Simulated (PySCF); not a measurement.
# One shape, several levels: singlet CH4GaO+

We compute a comparison of 6 runs (HF/STO-3G, HF/3-21G, B3LYP/6-31G*, B2PLYP/aug-cc-pVDZ, wB97M-V/aug-cc-pVDZ, SCS-MP2/aug-cc-pVDZ) of singlet CH4GaO+. Input form: a Python script.

The results are computed with PySCF 2.14.0.

1 further run of the same task is left out (set aside as unsound or not needed).

### Step 1. Starting point

The species is CH4GaO+ (7 atoms), meant as a singlet with charge +1. SMILES of the parent species: `C[O][GaH]`. The shape is that of a PBE0-D4/def2-TZVP optimisation. This is one conformer, not always the lowest. That shape belongs to the parent species and isn't relaxed for this state.

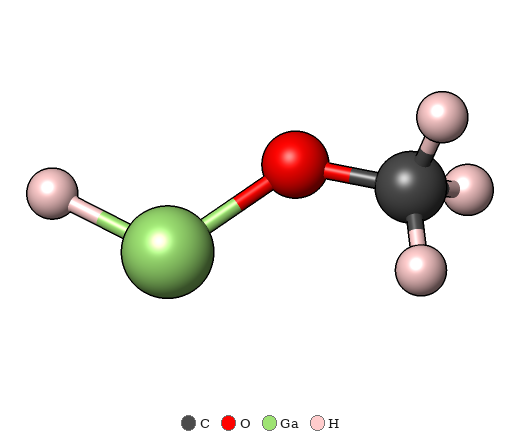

The structure, seen from a chosen angle (carbon dark grey, oxygen red, gallium green, hydrogen pink).

### Step 2. The energy at HF/STO-3G (run 1)

run.py reads:

```python
from pyscf import gto, scf

mol = gto.M(
    atom='''
C       -0.579900       0.843500      -0.069000
O        0.330900      -0.104600       0.414200
Ga       0.839900      -1.651900      -0.329800
H       -1.018700       0.567700      -1.036200
H       -0.081800       1.811900      -0.190000
H       -1.399300       0.973100       0.646800
H        1.908900      -2.439800       0.564100
''',
    verbose=4,
    basis='sto-3g',
    max_memory=1860,
    charge=1,
)

mf = scf.RHF(mol)
mf.conv_tol = 1e-10
mf.kernel()
if not mf.converged:
    mf = mf.newton().run(mf.mo_coeff, mf.mo_occ)

e_tot = mf.e_tot
print('E = %.10f Eh' % e_tot)
```

The run is started by

```
$ OMP_NUM_THREADS=1 python run.py
```

Output:

```text
PySCF version 2.14.0

[... 83 lines left out ...]
converged SCF energy = -2014.21145881566
E = -2014.2114588157 Eh
```

Wall time 0.81 s (1 thread of Arm Neoverse V1, shared host); peak memory 0.1 GiB.

### Step 3. The energy at HF/3-21G (run 2)

mol.xyz reads:

```xyz
7
CH4GaO
C     -0.579900     0.843500    -0.069000
O      0.330900    -0.104600     0.414200
Ga     0.839900    -1.651900    -0.329800
H     -1.018700     0.567700    -1.036200
H     -0.081800     1.811900    -0.190000
H     -1.399300     0.973100     0.646800
H      1.908900    -2.439800     0.564100
```

calc.py reads:

```python
from pyscf import gto

mol = gto.M(
    atom='mol.xyz',
    spin=0,
    basis='3-21g',
    charge=1,
    max_memory=1860,
    verbose=4,
)

myscf = mol.RHF()
myscf.conv_tol = 1e-10
myscf.kernel()
if not myscf.converged:
    myscf = myscf.newton().run(myscf.mo_coeff, myscf.mo_occ)

e_final = myscf.e_tot
print('E = %.10f Eh' % e_final)
```

The run is started by

```
$ OMP_NUM_THREADS=1 python calc.py
```

Output:

```text
PySCF version 2.14.0

[... 63 lines left out ...]
converged SCF energy = -2027.96228090719
E = -2027.9622809072 Eh
```

Wall time 0.9 s (1 thread of Arm Neoverse V1, shared host); peak memory 0.12 GiB.

Runs 3 to 4 aren't shown in full; the table further down has their settings and results.

### Step 4. A single-point energy at wB97M-V/aug-cc-pVDZ (run 5)

calc.py reads:

```python
from pyscf import gto, dft

mol = gto.M(
    atom=[
    ('C', (-0.579900, 0.843500, -0.069000)),
    ('O', (0.330900, -0.104600, 0.414200)),
    ('Ga', (0.839900, -1.651900, -0.329800)),
    ('H', (-1.018700, 0.567700, -1.036200)),
    ('H', (-0.081800, 1.811900, -0.190000)),
    ('H', (-1.399300, 0.973100, 0.646800)),
    ('H', (1.908900, -2.439800, 0.564100)),
],
    basis='aug-cc-pvdz',
    max_memory=1860,
    verbose=4,
    charge=1,
)

calc0 = dft.RKS(mol)
calc0.xc = 'wb97m-v'
calc0.grids.level = 5
calc0.conv_tol = 1e-10
calc0.nlcgrids.level = 1
calc0.kernel()
if not calc0.converged:
    calc0 = calc0.newton().run(calc0.mo_coeff, calc0.mo_occ)

e_final = calc0.e_tot
print('E(%s) = %.9f' % ('WB97M-V', e_final))
```

The run is started by

```
$ OMP_NUM_THREADS=1 python calc.py
```

Output:

```text
PySCF version 2.14.0

[... 91 lines left out ...]
converged SCF energy = -2040.08143018107
E(WB97M-V) = -2040.081430181
```

Run time: 2.3 min. Hardware: 1 thread of Arm Neoverse V1, shared host; peak memory 0.71 GiB.

### Step 5. A single-point energy at SCS-MP2/aug-cc-pVDZ (run 6)

mol.xyz is that of step 3.

calc.py reads:

```python
from pyscf import gto, mp

system = gto.Mole()
system.atom = 'mol.xyz'
system.charge = 1
system.max_memory = 1860
system.basis = 'aug-cc-pvdz'
system.spin = 0
system.verbose = 3
system.build()

myscf = system.RHF()
myscf.conv_tol = 1e-10
myscf.kernel()
if not myscf.converged:
    myscf = myscf.newton().run(myscf.mo_coeff, myscf.mo_occ)

pt = mp.MP2(myscf, frozen=11).run()
energy = myscf.e_tot + 1.2 * pt.e_corr_os + pt.e_corr_ss / 3
print('Final energy', energy)
```

The run is started by

```
$ OMP_NUM_THREADS=1 python calc.py
```

Output:

```text
converged SCF energy = -2037.97370962615
E(RMP2) = -2038.40466843038  E_corr = -0.430958804227192
E(SCS-RMP2) = -2038.40041449911  E_corr = -0.426704872953939
Final energy -2038.4004144991068
```

Wall time 5.4 s (1 thread of Arm Neoverse V1, shared host); peak memory 0.38 GiB.

### Step 6. All runs side by side

```csv
run,level,integration grid,frozen core orbitals,energy (Eh),HOMO energy (eV),LUMO energy (eV),HOMO–LUMO gap (eV),wall time
1,HF/STO-3G,–,–,-2014.211459,-16.04,-4.88,11.15,0.81 s
2,HF/3-21G,–,–,-2027.962281,-16.99,-7.13,9.86,0.9 s
3,B3LYP/6-31G* (spherical functions),5,–,-2040.027244,-13.62,-10.66,2.96,14 s
4,B2PLYP/aug-cc-pVDZ,5,11,-2039.729017,-15.04,-9.28,5.76,30 s
5,wB97M-V/aug-cc-pVDZ,5,–,-2040.081430,-16.04,-8.34,7.71,2.3 min
6,SCS-MP2/aug-cc-pVDZ,–,11,-2038.400414,-17.17,-7.32,9.85,5.4 s
```

### Step 7. Summary of results

| quantity | value |
| --- | --- |
| run 6: total energy | -2038.40041 Eh |
| run 6: HOMO energy (Hartree–Fock orbitals) | -17.17 eV |
| run 6: LUMO energy (Hartree–Fock orbitals) | -7.32 eV |
| run 6: HOMO–LUMO gap (Hartree–Fock orbitals) | 9.85 eV |
| run 6: correlation energy (11 core orbitals frozen) | -426.7 mEh |

**Reading.** Over runs 1, 2, 3, 4, 5 the HOMO–LUMO gap runs from 2.96 eV (B3LYP/6-31G*) to 11.15 eV (HF/STO-3G). The two ends differ in method and basis. Totals of different functionals can't be ranked against each other. In run 1 the basis is minimal, so the values are rough. All runs together took 3.1 min, the longest 2.3 min.
